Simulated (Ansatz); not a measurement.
Base system: CdSiP$_{2}$ in the chalcopyrite structure (space group I-42d, No. 122; a = 5.644 Å, c = 10.500 Å).

One thing is altered: a hydrostatic pressure of 9 GPa.

Computed with PBEsol in Ansatz (plane waves to 420 eV, PAW, spin-orbit coupling left out).

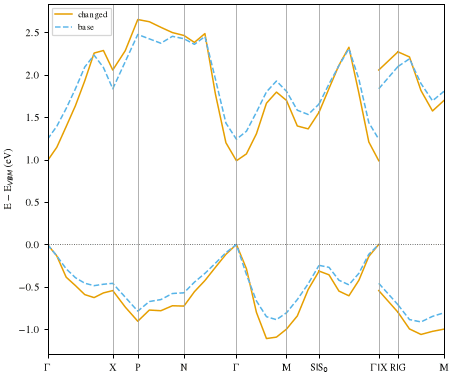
*Highest valence and lowest conduction band along the path, each from its own valence-band maximum*

**Question.** From the figure, how large is the changed gap, and is it direct?

**Answer.** About 0.99 eV, direct at Γ.

Load acts through the strain it causes; cell and atoms are relaxed under it. No phonon test of stability was made. Competing high-pressure phases were not computed.

Ansatz is a program for electronic structure.
